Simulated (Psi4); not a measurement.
# SnH4 (SMILES [H][Sn]([H])([H])[H]): a chain of runs

Wanted: a structure relaxation (MP2/def2-SVP), then the harmonic vibrations of SnH4. 

Program for the calculation: Psi4 1.11.

### 1 The system as given

SnH4: 5 atoms, total charge 0, spin state singlet. SMILES: `[H][Sn]([H])([H])[H]`. Geometry: a GFN2-xTB relaxation, a rough one for these elements and not checked as a minimum. The run starts from this shape.

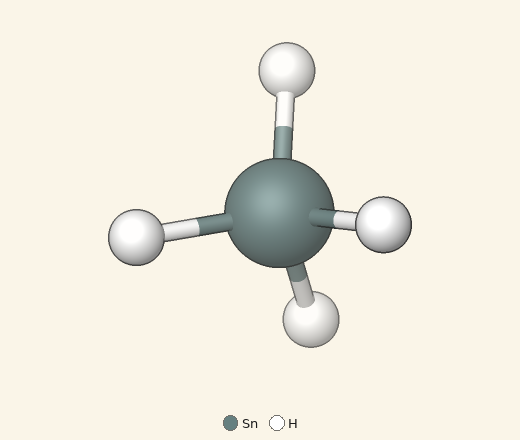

Viewed from a chosen angle; tin teal, hydrogen white.

### 2 A structure relaxation at MP2/def2-SVP (density fitting, core potential, density fitting for correlation) (run 1)

File input.in:

```
memory 1.6 GB

molecule {
  Sn    -0.000990    -0.000230    -0.000480
  H      0.011990    -0.018470     1.638220
  H      1.540690     0.010760    -0.554870
  H     -0.779740     1.342080    -0.527140
  H     -0.771950    -1.334140    -0.555740
  units angstrom
  symmetry c1
}

set {
  geom_maxiter 60
  num_frozen_docc 4
}

E, wfn = optimize('mp2/def2-SVP', return_wfn=True)
```

Command:

```
psi4 input.in input.out -n 1
```

input.out:

```text
Psi4 1.11 release

gradient() will perform analytic gradient computation.
    SCF Algorithm Type (re)set to DF.

   => Loading Basis Set <=

    Name: DEF2-SVP
    Role: ORBITAL
    Keyword: BASIS

    !!!  WARNING: ECP capability is in beta. Please check occupations closely.  !!!

         ---------------------------------------------------------
                                   SCF
                              RHF Reference
                        1 Threads,   1525 MiB Core
         ---------------------------------------------------------

  ==> Geometry <==

    Molecular point group: c1
    Full point group: C1

    Geometry (in Angstrom), charge = 0, multiplicity = 1:

       Center              X                  Y                   Z               Mass
    ------------   -----------------  -----------------  -----------------  -----------------
         SN          -0.000040253312    -0.000009351780    -0.000019435437   119.902201630000
         H            0.012939746688    -0.018249351780     1.638680564563     1.007825032230
         H            1.541639746688     0.010980648220    -0.554409435437     1.007825032230
         H           -0.778790253312     1.342300648220    -0.526679435437     1.007825032230
         H           -0.771000253312    -1.333919351780    -0.555279435437     1.007825032230

  Running in c1 symmetry.

  Rotational constants: A =      2.33826  B =      2.33704  C =      2.33461 [cm^-1]
  Rotational constants: A =  70099.12594  B =  70062.71890  C =  69989.89717 [MHz]
  Nuclear repulsion =   29.608922089692939

  Charge       = 0
  Multiplicity = 1
  Electrons    = 26
  Nalpha       = 13
  Nbeta        = 13

  ==> Algorithm <==

  SCF Algorithm Type is DF.
  DIIS enabled.
  MOM disabled.
  Fractional occupation disabled.
  Guess Type is SAD.
  Energy threshold   = 1.00e-10
  Density threshold  = 1.00e-10
  Integral threshold = 1.00e-12

  ==> Primary Basis <==

  Basis Set: DEF2-SVP
    Blend: DEF2-SVP
    Number of shells: 22
    Number of basis functions: 46
    Number of Cartesian functions: 48
    Spherical Harmonics?: true
    Max angular momentum: 2

  Core potential: DEF2-SVP
    Number of shells: 4
    Number of ECP primitives: 18
    Number of ECP core electrons: 28
    Max angular momentum: 3

   => Loading Basis Set <=

    Name: (DEF2-SVP AUX)
    Role: JKFIT
    Keyword: DF_BASIS_SCF

  ==> Integral Setup <==

  DFHelper Memory: AOs need 0.006 GiB; user supplied 1.118 GiB.
  SCF_SUBTYPE=INCORE selected. In-core MEM_DF algorithm will be used.
  Using in-core AOs.

  ==> MemDFJK: Density-Fitted J/K Matrices <==

    J tasked:                   Yes
    K tasked:                   Yes
    wK tasked:                   No
    Memory [MiB]:              1144
    Algorithm:                 Core
    Schwarz Cutoff:           1E-12
    Mask sparsity (%):       0.0000
    Fitting Condition:        1E-10

   => Auxiliary Basis Set <=

  Basis Set: (DEF2-SVP AUX)
    Blend: DEF2-UNIVERSAL-JKFIT
    Number of shells: 70
    Number of basis functions: 290
    Number of Cartesian functions: 389
    Spherical Harmonics?: true
    Max angular momentum: 5

  Minimum eigenvalue in the overlap matrix is 1.7257688339E-02.
  Reciprocal condition number of the overlap matrix is 4.1544579655E-03.
    Using symmetric orthogonalization.

  ==> Pre-Iterations <==

  SCF Guess: Superposition of Atomic Densities via on-the-fly atomic UHF (no occupation information).

   -------------------------
    Irrep   Nso     Nmo
   -------------------------
     A         46      46
   -------------------------
    Total      46      46
   -------------------------

  ==> Iterations <==

                           Total Energy        Delta E     RMS |[F,P]|

   @DF-RHF iter SAD:  -213.89208620747647   -2.13892e+02   0.00000e+00
   @DF-RHF iter   1:  -215.61951199543640   -1.72743e+00   3.00904e-03 DIIS/ADIIS
   @DF-RHF iter   2:  -215.62640372757164   -6.89173e-03   8.47832e-04 DIIS/ADIIS
   @DF-RHF iter   3:  -215.62685965651505   -4.55929e-04   9.81975e-05 DIIS
   @DF-RHF iter   4:  -215.62687797636335   -1.83198e-05   1.21840e-05 DIIS
   @DF-RHF iter   5:  -215.62687848627164   -5.09908e-07   2.21969e-06 DIIS
   @DF-RHF iter   6:  -215.62687850652824   -2.02566e-08   3.50951e-07 DIIS
   @DF-RHF iter   7:  -215.62687850698487   -4.56623e-10   3.99055e-08 DIIS
   @DF-RHF iter   8:  -215.62687850698919   -4.32010e-12   6.80922e-09 DIIS
   @DF-RHF iter   9:  -215.62687850698930   -1.13687e-13   1.11468e-09 DIIS
   @DF-RHF iter  10:  -215.62687850698939   -8.52651e-14   1.36296e-10 DIIS
   @DF-RHF iter  11:  -215.62687850698941   -2.84217e-14   1.83293e-11 DIIS
  Energy and wave function converged.

  ==> Post-Iterations <==

    Orbital Energies [Eh]
    ---------------------

    Doubly Occupied:

       1A     -5.856516     2A     -4.045522     3A     -4.045521
       4A     -4.045514     5A     -1.316159     6A     -1.316150
       7A     -1.316127     8A     -1.307989     9A     -1.307980
      10A     -0.694055    11A     -0.452117    12A     -0.451970
      13A     -0.451702

    Virtual:

      14A      0.141871    15A      0.142115    16A      0.142169
      17A      0.215818    18A      0.292933    19A      0.355110
      20A      0.355125    21A      0.355177    22A      0.476563
[... 7 lines of this table left out ...]
      44A     15.375542    45A     15.376018    46A     52.364654

    Final Occupation by Irrep:
              A
    DOCC [    13 ]
    NA   [    13 ]
    NB   [    13 ]

  @DF-RHF Final Energy:  -215.62687850698941

   => Energetics <=

    Nuclear Repulsion Energy =             29.6089220896929390
[... 2 lines left out ...]
    Total Energy =                       -215.6268785069894136
[... 16 lines left out ...]
 Dipole Z            :         -0.0050280            0.0035615           -0.0014665
[... 101 lines left out ...]
             Iter  Converged  Remaining    Residual
[... 30 lines left out ...]
	 Singles Energy            =      -0.0000000000000000 [Eh]
[... 2 lines left out ...]
	 Correlation Energy        =      -0.1318751438579467 [Eh]
[... 7 lines left out ...]
	 SCS Opposite-Spin Energy  =      -0.1322141877931136 [Eh]
[... 50 lines left out ...]
	                                 ==> Convergence Check <==
[... 8 lines left out ...]
	  Convergence Criteria     1.00e-06 *    3.00e-04 *             o    1.20e-03 *             o~
[... 106 lines left out ...]
   @DF-RHF iter   0:  -215.55045212428604   -2.15550e+02   3.42765e-03
[... 2 lines left out ...]
   @DF-RHF iter   3:  -215.63294681285157   -1.29431e-05   2.68980e-05 DIIS
[... 2 lines left out ...]
   @DF-RHF iter   6:  -215.63294762525027   -2.25327e-10   3.09516e-08 DIIS
[... 2 lines left out ...]
   @DF-RHF iter   9:  -215.63294762525393   -5.68434e-14   3.76384e-11 DIIS
[... 10 lines left out ...]
  @DF-RHF Final Energy:  -215.63294762525393
[... 5 lines left out ...]
    Two-Electron Energy =                 190.5443596939653901
[... 16 lines left out ...]
 Dipole Y            :         -0.0001004            0.0001269            0.0000265
[... 31 lines left out ...]
             Iter  Converged  Remaining    Residual
[... 23 lines left out ...]
	 Singles Energy            =      -0.0000000000000000 [Eh]
[... 2 lines left out ...]
	 Correlation Energy        =      -0.1301346962732665 [Eh]
[... 7 lines left out ...]
	 SCS Opposite-Spin Energy  =      -0.1314431072391650 [Eh]
[... 50 lines left out ...]
	                                 ==> Convergence Check <==
[... 8 lines left out ...]
	  Convergence Criteria     1.00e-06 *    3.00e-04 *             o    1.20e-03 *             o
[... 74 lines left out ...]
   @DF-RHF iter   1:  -215.63305758282766    1.75233e-02   7.99516e-05 DIIS
[... 2 lines left out ...]
   @DF-RHF iter   4:  -215.63307150385270   -3.40214e-08   8.42867e-07 DIIS
[... 2 lines left out ...]
   @DF-RHF iter   7:  -215.63307150474429   -1.98952e-13   8.00316e-10 DIIS
[... 5 lines left out ...]
    Final Occupation by Irrep:
[... 10 lines left out ...]
    One-Electron Energy =                -434.9479721836373756
[... 16 lines left out ...]
 Dipole X            :         -0.0059271            0.0043043           -0.0016228
[... 28 lines left out ...]
  Reference energy  = -215.633071504744123
[... 26 lines left out ...]
	 Reference Energy          =    -215.6330715047441231 [Eh]
[... 2 lines left out ...]
	 Opposite-Spin Energy      =      -0.1096102288214926 [Eh]
[... 7 lines left out ...]
	 SCS Same-Spin Energy      =      -0.0069325975997430 [Eh]
[... 2 lines left out ...]
	 SCS Total Energy          =    -215.7715363769296459 [Eh]
[... 55 lines left out ...]
	   Step    Total Energy     Delta E     Max Force     RMS Force      Max Disp      RMS Disp
[... 75 lines left out ...]
   @DF-RHF iter   0:  -215.63517808262895   -2.15635e+02   8.29104e-05
[... 2 lines left out ...]
   @DF-RHF iter   3:  -215.63304121665092   -8.46981e-09   6.80228e-07 DIIS
[... 2 lines left out ...]
   @DF-RHF iter   6:  -215.63304121717280   -2.84217e-14   7.45562e-10 DIIS
[... 2 lines left out ...]
  Energy and wave function converged.
[... 32 lines left out ...]
    Nuclear Repulsion Energy =             28.5074506733586119
[... 2 lines left out ...]
    Total Energy =                       -215.6330412171728028
[... 11 lines left out ...]
 ------------------------------------------------------------------------------------

 L = 1.  Multiply by 2.5417464519 to convert [e a0] to [Debye]
 Dipole X            :         -0.0042035            0.0030537           -0.0011498
 Dipole Y            :         -0.0003158            0.0002289           -0.0000869
 Dipole Z            :         -0.0016379            0.0011895           -0.0004484
 Magnitude           :                                                    0.0012372

 ------------------------------------------------------------------------------------

	total time  =          0 seconds =       0.00 minutes

  //>>>>>>>>>>>>>>>>>>>>>>>>>>>>>>>>>>>//
  //               DFMP2               //
  //<<<<<<<<<<<<<<<<<<<<<<<<<<<<<<<<<<<//

  ==> Geometry <==

    Molecular point group: c1
    Full point group: C1

    Geometry (in Angstrom), charge = 0, multiplicity = 1:

       Center              X                  Y                   Z               Mass
    ------------   -----------------  -----------------  -----------------  -----------------
         SN          -0.000016664315    -0.000001249304    -0.000006491400   119.902201630000
         H            0.011892944979    -0.018716880357     1.701600744208     1.007825032230
         H            1.600920180057     0.011103044234    -0.576993933116     1.007825032230
         H           -0.809367517061     1.393514945285    -0.546665869962     1.007825032230
         H           -0.801463033594    -1.385752477923    -0.577168651201     1.007825032230

  Nuclear repulsion =   28.507450673358612
  Reference energy  = -215.633041217172803

  => Iterations <=

             Iter  Converged  Remaining    Residual
  CGR           1          0          1   1.024E-01
  CGR           2          0          1   8.082E-03
  CGR           3          0          1   8.185E-04
  CGR           4          0          1   6.881E-05
  CGR           5          0          1   5.235E-06
  CGR           6          1          0   4.776E-07

    CGRSolver converged.

   => Auxiliary Basis Set <=

  Basis Set: (DEF2-SVP AUX)
    Blend: DEF2-UNIVERSAL-JKFIT
    Number of shells: 70
    Number of basis functions: 290
    Number of Cartesian functions: 389
    Spherical Harmonics?: true
    Max angular momentum: 5

	-----------------------------------------------------------
	 ==================> DF-MP2 Energies <====================
	-----------------------------------------------------------
	 Reference Energy          =    -215.6330412171728028 [Eh]
	 Singles Energy            =      -0.0000000000000000 [Eh]
	 Same-Spin Energy          =      -0.0208230594576871 [Eh]
	 Opposite-Spin Energy      =      -0.1096213335310696 [Eh]
	 Correlation Energy        =      -0.1304443929887567 [Eh]
	 Total Energy              =    -215.7634856101615526 [Eh]
	-----------------------------------------------------------
	 ================> DF-SCS-MP2 Energies <==================
	-----------------------------------------------------------
	 SCS Same-Spin Scale       =       0.3333333333333333 [-]
	 SCS Opposite-Spin Scale   =       1.2000000000000000 [-]
	 SCS Same-Spin Energy      =      -0.0069410198192290 [Eh]
	 SCS Opposite-Spin Energy  =      -0.1315456002372835 [Eh]
	 SCS Correlation Energy    =      -0.1384866200565125 [Eh]
	 SCS Total Energy          =    -215.7715278372293142 [Eh]
	-----------------------------------------------------------

  -Total Gradient:
     Atom            X                  Y                   Z
    ------   -----------------  -----------------  -----------------
       1       -0.000077905927    -0.000006348002    -0.000030708077
       2        0.000032743264    -0.000002015545     0.000081841746
       3        0.000086564571     0.000005589357    -0.000005431894
       4       -0.000018571515     0.000075256602    -0.000024358767
       5       -0.000022830392    -0.000072482413    -0.000021343008

	total time  =          1 seconds =       0.02 minutes

    			-----------------------------------------

    			 OPTKING 3.0: for geometry optimizations

    			        with contributions from

    			-----------------------------------------

	                            ===> Fragment 1 <==

	 Z (Atomic Numbers)          Masses                          Geom
	      50.000000            119.902202        -0.00003149 -0.00000236 -0.00001227
	       1.000000             1.007825          0.02247441 -0.03536978  3.21555938
	       1.000000             1.007825          3.02530069  0.02098171 -1.09036051
	       1.000000             1.007825         -1.52948294  2.63336160 -1.03304878
	       1.000000             1.007825         -1.51454563 -2.61869266 -1.09069068

	 - Coordinate -           - BOHR/RAD -       - ANG/DEG -
	 R(1,2)           =         3.215845           1.701752
	 R(1,3)           =         3.215888           1.701775
	 R(1,4)           =         3.215741           1.701697
[... 18 lines of this table left out ...]
	 O(5,1,3,4)       =        -0.954746         -54.702899

	        --- Internal Coordinate Step in ANG or DEG, aJ/ANG or AJ/DEG ---
	-------------------------------------------------------------------------------
	           Coordinate      Previous         Force          Change          New
	           ----------      --------        ------          ------        ------
	               R(1,2)       1.70175       -0.00068       -0.00025       1.70150
	               R(1,3)       1.70177       -0.00069       -0.00026       1.70152
	               R(1,4)       1.70170       -0.00064       -0.00024       1.70146
[... 18 lines of this table left out ...]
	           O(5,1,3,4)     -54.70290       -0.00000       -0.00996     -54.71286
	-------------------------------------------------------------------------------

	                                 ==> Convergence Check <==

	Measures of convergence in internal coordinates in au.

	Criteria marked as inactive (o), active & met (*), and active & unmet ( ).

	----------------------------------------------------------------------------------------------
	   Step    Total Energy     Delta E     Max Force     RMS Force      Max Disp      RMS Disp
	----------------------------------------------------------------------------------------------
	  Convergence Criteria     1.00e-06 *    3.00e-04 *             o    1.20e-03 *             o
	----------------------------------------------------------------------------------------------
	     4    -215.76348561   -6.08e-06      8.33e-05 *    3.58e-05 o    4.86e-04 *    2.58e-04 o  ~
	----------------------------------------------------------------------------------------------

Next Geometry in Ang
	Fragment 1 (Ang)

	   Sn   0.0001083370   0.0000087441   0.0000424247
	    H   0.0117400608  -0.0186886940   1.7013990463
	    H   1.6007325662   0.0110638086  -0.5770554625
	    H  -0.8092823651   1.3932445446  -0.5465379105
	    H  -0.8013326888  -1.3854810214  -0.5770822995

    Final optimized geometry and variables:
    Molecular point group: c1
    Full point group: C1

    Geometry (in Angstrom), charge = 0, multiplicity = 1:

    SN          -0.000016664315    -0.000001249304    -0.000006491400
    H            0.011892944979    -0.018716880357     1.701600744208
    H            1.600920180057     0.011103044234    -0.576993933116
    H           -0.809367517061     1.393514945285    -0.546665869962
    H           -0.801463033594    -1.385752477923    -0.577168651201

    Psi4 run time: 0:00:04.23

[set-up sections that repeat, and orbital energies of the middle runs, are left out above]
```

On the terminal:

```text
Optimizer: Optimization complete!
```

Run time: 5.4 s. Hardware: 1 thread of Intel Xeon 6975P-C (Granite Rapids), shared host; peak memory 0.23 GiB.

Step by step:

```tsv
step	energy from the first frame kept (eV)	largest force (eV/Å)
0	0.0000	1.0767
1	-0.1178	0.2813
2	-0.1286	0.0358
3	-0.1288	0.0045
```

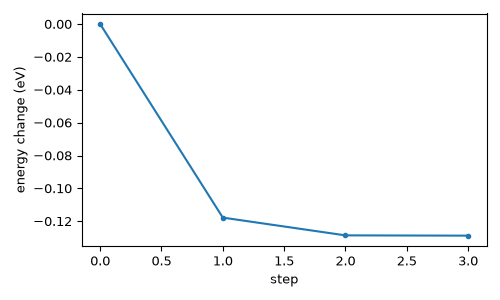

Energy along the run.

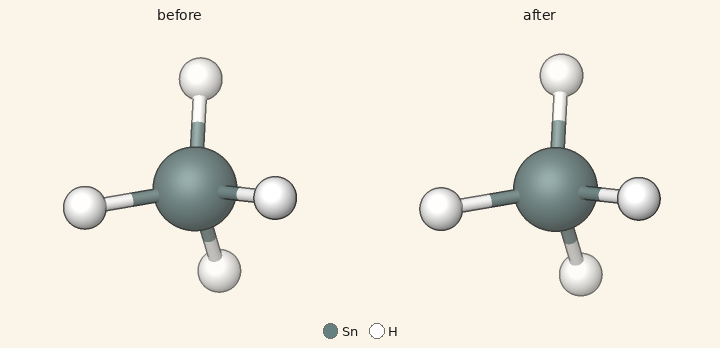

Before and after, at one scale.

After the run. Bond lengths: Sn1–H2 1.702 Å, Sn1–H3 1.702 Å, Sn1–H4 1.702 Å, Sn1–H5 1.702 Å. Angles: H2–Sn1–H3 109.4°, H2–Sn1–H4 109.5°, H2–Sn1–H5 109.5°, H3–Sn1–H4 109.5°, H3–Sn1–H5 109.5°, H4–Sn1–H5 109.5°.

### 3 Vibrational wavenumbers at MP2/def2-SVP (density fitting, core potential, density fitting for correlation) (run 2)

File run.py:

```python
import psi4

psi4.set_memory('1600 MB')
psi4.set_num_threads(1)
psi4.core.set_output_file('h4sn.out', False)

geom = psi4.geometry("""
0 1
Sn
H 1 1.701752
H 1 1.701774 2 109.42119
H 1 1.701697 2 109.48444 3 -119.96538
H 1 1.701687 4 109.50589 3 -120.01884
""")

psi4.set_options(dict(basis='def2-SVP', reference='rhf', t=600.0, num_frozen_docc=4, rotational_symmetry_number=12))

result, w = psi4.frequencies("mp2", return_wfn=True)
print(f'mp2 energy: {result:.10f} Eh')
print('wavenumbers / cm^-1:', w.frequencies().np.round(1))
for k in ('ZPVE', 'ENTHALPY', 'GIBBS FREE ENERGY'):
    print(f'{k}: {psi4.variable(k):.8f} Eh')
```

Command:

```
python run.py
```

h4sn.out, shortened:

```text
[...]
  Running in c1 symmetry.
[...]
  Nuclear repulsion =   28.507452545007382
[...]
  Multiplicity = 1
[...]
  Nalpha       = 13
  Nbeta        = 13
[...]
    Number of basis functions: 46
[...]
   @DF-RHF iter   1:  -215.62691160660182   -1.83666e+00   2.82834e-03 ADIIS/DIIS
[...]
   @DF-RHF iter  11:  -215.63304088602575    1.70530e-13   1.48762e-11 DIIS
[...]
    Orbital Energies [Eh]
    ---------------------
    Doubly Occupied:
       1A     -5.863093     2A     -4.052030     3A     -4.052025
       4A     -4.052020     5A     -1.320843     6A     -1.320836
       7A     -1.320817     8A     -1.314305     9A     -1.314294
      10A     -0.680652    11A     -0.446698    12A     -0.446611
      13A     -0.446483
[...]
  @DF-RHF Final Energy:  -215.63304088602575
   => Energetics <=
    Nuclear Repulsion Energy =             28.5074474109035556
    One-Electron Energy =                -435.0195622933077857
    Two-Electron Energy =                 190.8790739963784517
    Total Energy =                       -215.6330408860257535
[...]
  -Total Gradient:
     Atom            X                  Y                   Z
    ------   -----------------  -----------------  -----------------
       1       -0.000235270318    -0.000077581154    -0.000031022876
       2       -0.000053182629     0.000032136005     0.000082088654
       3        0.000007665787     0.000086481569    -0.000004837174
       4        0.000066615468     0.000056030036     0.000068439724
       5        0.000214171691    -0.000097066455    -0.000114668328
[...]
  ==> Harmonic Vibrational Analysis <==
[...]
  Freq [cm^-1]                 723.7611            723.8973            723.9469
[...]
  IR activ [km/mol]            246.0863            246.0737            246.0900
[...]
  Freq [cm^-1]                 784.1119            784.1763           1996.8126
[...]
  IR activ [km/mol]             0.0002              0.0013             254.9730
[...]
  Freq [cm^-1]                1997.0031           1997.1230           2005.2280
[...]
  IR activ [km/mol]            254.8379            254.7513             0.0218
[...]
  Total E_0, Enthalpy at 0 [K]                                                         -215.73674890 [Eh]
[...]
  Total H, Enthalpy at  600.00 [K]                                                     -215.72544095 [Eh]
[...]
  Total G, Gibbs energy at  600.00 [K]                                                 -215.78706484 [Eh]
[...]
```

The script printed:

```text
mp2 energy: -215.7634856105 Eh
wavenumbers / cm^-1: [ 723.8  723.9  723.9  784.1  784.2 1996.8 1997.  1997.1 2005.2]
ZPVE: 0.02673671 Eh
ENTHALPY: -215.72544095 Eh
GIBBS FREE ENERGY: -215.78706484 Eh
```

Wall time 27 s (1 thread of Intel Xeon 6975P-C (Granite Rapids), shared host); peak memory 0.22 GiB.

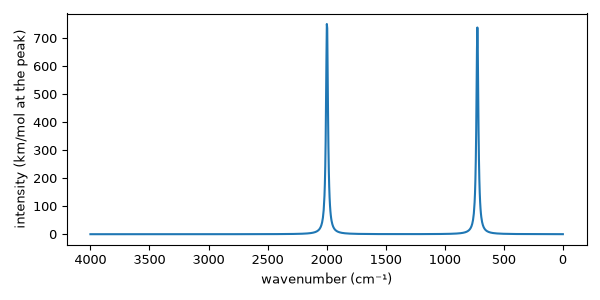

Harmonic infrared spectrum, unscaled, lines broadened by 10 cm⁻¹.

### 4 What came out

| quantity | value |
| --- | --- |
| run 1, MP2/def2-SVP: total energy at the end | -215.76349 Eh |
| run 1, MP2/def2-SVP: correlation energy (4 core orbitals frozen) | -130.4 mEh |
| run 2, MP2/def2-SVP: lowest harmonic wavenumber | 724 cm⁻¹ |
| run 2, MP2/def2-SVP: highest harmonic wavenumber | 2005 cm⁻¹ |
| run 2, MP2/def2-SVP: zero-point energy | 70.2 kJ/mol |
| run 2, MP2/def2-SVP: ideal-gas entropy at 600 K (symmetry number 12 as used) | 64.4 cal/(mol K) |

**Reading.** The optimisation (run 1, MP2/def2-SVP) took 4 steps and changed the energy by -0.129 eV. All 9 modes (run 2, MP2/def2-SVP) are real, so the shape is a minimum at this level.
